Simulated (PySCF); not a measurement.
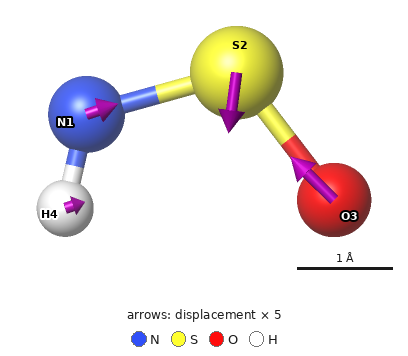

This is a relaxation of NHSO. The starting structure is drawn; purple arrows show the displacements, magnified 5 times. The two geometries are superimposed by the best rigid fit.

The picture is a ball-and-stick view, seen face on.

The start comes from MMFF94s. Its atoms were then displaced at random by about 0.03 Å.

Computed with PySCF 2.14.0, density-fitted response routines, PBE0-D3(BJ)/def2-SVP geometry optimisation, gas phase. 

**Describe the change and its energy.**

After 13 geometry steps the energy has fallen by 1.300 eV. The largest moves after the best rigid fit, 0.13 Å, are those of S2 and O3. By element the largest moves are O 0.13 Å, S 0.13 Å, N 0.07 Å, H 0.04 Å. Among the contacts that change: S2–O3 1.690 → 1.471 Å, N1–S2 1.641 → 1.524 Å, N1–H4 1.014 → 1.029 Å. Among the angles between lasting bonds that change: N1–S2–O3 112.0° → 119.5°, S2–N1–H4 118.3° → 115.0°.
